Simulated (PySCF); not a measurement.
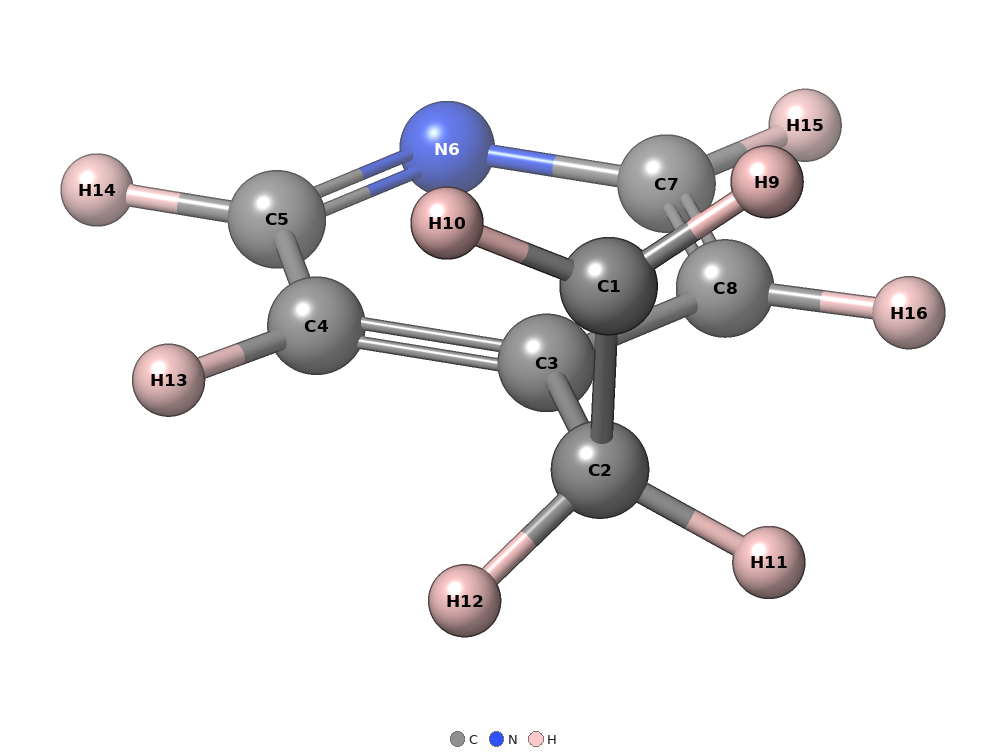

Atoms fade into the background with distance from the viewer. The species is neutral and a spin doublet. Computed geometry: PBE0-D3(BJ)/def2-SVP optimisation. No frequency run is at hand to confirm it as a minimum.

### How is the 6-membered ring C3–C4–C5–N6–C7–C8 puckered?

It is planar. The Cremer–Pople amplitude Q is 0.00 Å.

### Give the torsion angles round the ring, beginning with the bond from its second to its third atom.

0°, 0°, 0°, 0°, 0°, 0°.
